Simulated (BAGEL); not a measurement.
# HF/6-31G(d) (density fitting with qzvpp-jkfit, spherical functions) run of CH3BS2 (SMILES S=CBS)

What is the vertical ionisation energy of CH3BS2 at HF/6-31G* (density fitting with qzvpp-jkfit, spherical functions)? 

The results are computed with BAGEL 1.2.2.

1 further run of the same task is left out (it didn't finish).

## (1) The system as given

CH3BS2: 7 atoms, total charge 0, spin state singlet. As SMILES, `S=CBS`. The coordinates come from a PBE0-D4/def2-TZVP relaxation. This is one conformer, not always the lowest.

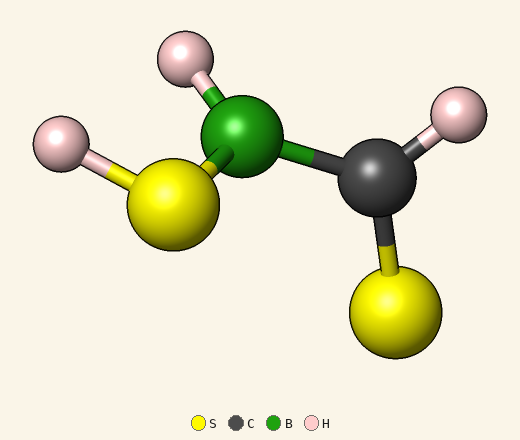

Viewed from a chosen angle; sulfur yellow, carbon dark grey, boron green, hydrogen pink.

## (2) The energy at HF/6-31G(d) (density fitting with qzvpp-jkfit, spherical functions)

Input file job.json:

```json
{ "bagel": [

{
  "title": "molecule",
  "basis": "6-31gs.json",
  "df_basis": "qzvpp-jkfit",
  "angstrom": true,
  "geometry": [
    { "atom": "S", "xyz": [       0.227300,      -2.350600,      -0.404000 ] },
    { "atom": "C", "xyz": [      -0.664500,      -1.024400,      -0.161700 ] },
    { "atom": "B", "xyz": [       0.030400,       0.282400,       0.293400 ] },
    { "atom": "S", "xyz": [       0.913200,       1.258400,      -0.894000 ] },
    { "atom": "H", "xyz": [      -1.753400,      -1.079200,      -0.257500 ] },
    { "atom": "H", "xyz": [      -0.032700,       0.627400,       1.434700 ] },
    { "atom": "H", "xyz": [       1.340600,       2.218000,      -0.056600 ] }
  ]
},

{
  "title": "hf"
},

{
  "title": "print",
  "file": "orbitals.molden",
  "orbitals": true
}

]}
```

The basis set 6-31G* is read from a file made from the Basis Set Exchange's data (not shown).

Run with:

```
$ BAGEL_NUM_THREADS=1 BAGEL job.json > job.out
```

Log:

```text
* using 1 threads per process

  ===============================================================
  ===============================================================

  *** Geometry ***

  { "atom" : "S", "xyz" : [      0.429535,     -4.441990,     -0.763449 ] },
  { "atom" : "C", "xyz" : [     -1.255723,     -1.935835,     -0.305569 ] },
  { "atom" : "B", "xyz" : [      0.057448,      0.533659,      0.554446 ] },
  { "atom" : "S", "xyz" : [      1.725698,      2.378031,     -1.689415 ] },
  { "atom" : "H", "xyz" : [     -3.313446,     -2.039392,     -0.486604 ] },
  { "atom" : "H", "xyz" : [     -0.061794,      1.185614,      2.711190 ] },
  { "atom" : "H", "xyz" : [      2.533367,      4.191413,     -0.106958 ] },

  Number of auxiliary basis functions:      460

  Since a DF basis is specified, we compute 2- and 3-index integrals:
    o Being stored without compression. Storage requirement is 0.018 GB

  Number of basis functions:       70
  Number of electrons      :       46

    * METHOD: MOLECULE                             0.17

  *** RHF ***

  === Nuclear Repulsion ===
   165.0861174717

      * DIIS with orbital gradients will be used.

  === RHF iteration (6-31gs.json) ===
      0       -859.25269701          0.00999063           0.05
      1       -859.30681683          0.00294156           0.05
      2       -859.31177588          0.00119645           0.05
      3       -859.31242427          0.00031871           0.05
      4       -859.31248513          0.00009928           0.05
      5       -859.31249446          0.00002863           0.05
      6       -859.31249565          0.00001008           0.05
      7       -859.31249584          0.00000427           0.05
      8       -859.31249589          0.00000192           0.05
      9       -859.31249590          0.00000105           0.05
     10       -859.31249590          0.00000056           0.05
     11       -859.31249591          0.00000026           0.05
     12       -859.31249591          0.00000013           0.05
     13       -859.31249591          0.00000005           0.05
     14       -859.31249591          0.00000002           0.05
     15       -859.31249591          0.00000001           0.05
    * SCF iteration converged.

    * Permanent dipole moment:
           (    0.432622,    -0.921666,    -0.464060) a.u.

    * METHOD: HF                                   0.87

    * METHOD: PRINT                                0.01

  ===============================================================
```

Run time: 1.2 s. Hardware: 1 thread of Arm Neoverse V2, shared host; peak memory 0.098 GiB.

## (3) The doublet cation, same level

Input file input.json:

```json
{ "bagel" : [

{
  "title" : "molecule",
  "basis" : "6-31gs.json",
  "df_basis" : "qzvpp-jkfit",
  "angstrom" : true,
  "geometry" : [
    { "atom" : "S", "xyz" : [    0.227300,   -2.350600,   -0.404000 ] },
    { "atom" : "C", "xyz" : [   -0.664500,   -1.024400,   -0.161700 ] },
    { "atom" : "B", "xyz" : [    0.030400,    0.282400,    0.293400 ] },
    { "atom" : "S", "xyz" : [    0.913200,    1.258400,   -0.894000 ] },
    { "atom" : "H", "xyz" : [   -1.753400,   -1.079200,   -0.257500 ] },
    { "atom" : "H", "xyz" : [   -0.032700,    0.627400,    1.434700 ] },
    { "atom" : "H", "xyz" : [    1.340600,    2.218000,   -0.056600 ] }
  ]
},
{
  "title" : "uhf",
  "charge" : 1,
  "nopen" : 1
},
{
  "title" : "print",
  "file" : "orbitals.molden",
  "orbitals" : true
}

]}
```

The basis set 6-31G* is read from a file made from the Basis Set Exchange's data (not shown).

Run with:

```
$ BAGEL_NUM_THREADS=1 BAGEL input.json > input.out
```

Log:

```text
* using 1 threads per process

  ===============================================================
  ===============================================================

  *** Geometry ***

  { "atom" : "S", "xyz" : [      0.429535,     -4.441990,     -0.763449 ] },
  { "atom" : "C", "xyz" : [     -1.255723,     -1.935835,     -0.305569 ] },
  { "atom" : "B", "xyz" : [      0.057448,      0.533659,      0.554446 ] },
  { "atom" : "S", "xyz" : [      1.725698,      2.378031,     -1.689415 ] },
  { "atom" : "H", "xyz" : [     -3.313446,     -2.039392,     -0.486604 ] },
  { "atom" : "H", "xyz" : [     -0.061794,      1.185614,      2.711190 ] },
  { "atom" : "H", "xyz" : [      2.533367,      4.191413,     -0.106958 ] },

  Number of auxiliary basis functions:      460

  Since a DF basis is specified, we compute 2- and 3-index integrals:
    o Being stored without compression. Storage requirement is 0.018 GB

  Number of basis functions:       70
  Number of electrons      :       46

    * METHOD: MOLECULE                             0.17

  *** Open-shell HF ***

  === Nuclear Repulsion ===
   165.0861174717

      * DIIS with orbital gradients will be used.

  === UHF iteration (6-31gs.json) ===
      0       -858.92881484          0.02165991           0.09
      1       -859.01138599          0.00700442           0.09
      2       -859.02353478          0.00325232           0.09
      3       -859.02678411          0.00189808           0.09
      4       -859.02821498          0.00064800           0.09
      5       -859.02859829          0.00027104           0.09
      6       -859.02886131          0.00007565           0.09
      7       -859.02899276          0.00004733           0.09
      8       -859.02909538          0.00004374           0.09
      9       -859.02920054          0.00004187           0.09
     10       -859.02926655          0.00004055           0.09
     11       -859.02959158          0.00005356           0.09
     12       -859.02935146          0.00005847           0.09
     13       -859.02964408          0.00003148           0.09
     14       -859.02986382          0.00011724           0.09
     15       -859.02987834          0.00012216           0.09
     16       -859.02987859          0.00012252           0.09
     17       -859.02985191          0.00015261           0.09
     18       -859.02985436          0.00003629           0.09
     19       -859.02985057          0.00002088           0.09
     20       -859.02985932          0.00001120           0.09
     21       -859.02987406          0.00002124           0.09
     22       -859.02986788          0.00002020           0.09
     23       -859.02987094          0.00001389           0.09
     24       -859.02987481          0.00001307           0.09
     25       -859.02988855          0.00000766           0.09
     26       -859.02988873          0.00000192           0.09
     27       -859.02988927          0.00000373           0.09
     28       -859.02988973          0.00000243           0.09
     29       -859.02988991          0.00000105           0.09
     30       -859.02988992          0.00000047           0.09
     31       -859.02988992          0.00000034           0.09
     32       -859.02988992          0.00000023           0.09
     33       -859.02988992          0.00000004           0.09
     34       -859.02988992          0.00000002           0.09
     35       -859.02988992          0.00000001           0.09
    * SCF iteration converged.

    * S^2 (UHF) is 0.8869

    * Permanent dipole moment:
           (    0.830525,     1.058591,    -0.579993) a.u.

    * METHOD: UHF                                  3.37

    * METHOD: PRINT                                0.01

  ===============================================================
```

Wall time 3.9 s (1 thread of Arm Neoverse V2, shared host); peak memory 0.098 GiB.

## (4) What came out

Level: HF/6-31G* (density fitting with qzvpp-jkfit, spherical functions).

| quantity | value |
| --- | --- |
| singlet CH3BS2: total energy | -859.31250 Eh |
| singlet CH3BS2: dipole moment | 2.84 D |
| singlet CH3BS2: HOMO energy | -9.27 eV |
| singlet CH3BS2: LUMO energy | 1.24 eV |
| singlet CH3BS2: HOMO–LUMO gap | 10.52 eV |
| doublet cation: total energy | -859.02989 Eh |
| doublet cation: ⟨S²⟩ | 0.887 |
| vertical ionisation energy (to the doublet cation) | 7.690 eV |

What this shows: The vertical ionisation energy comes to 7.69 eV (742 kJ/mol). The negative HOMO energy of the first species, 9.27 eV, lies 1.58 eV above that difference. ⟨S²⟩ (doublet cation) is 0.89 where a pure doublet has 0.75: the reference is spin-contaminated.
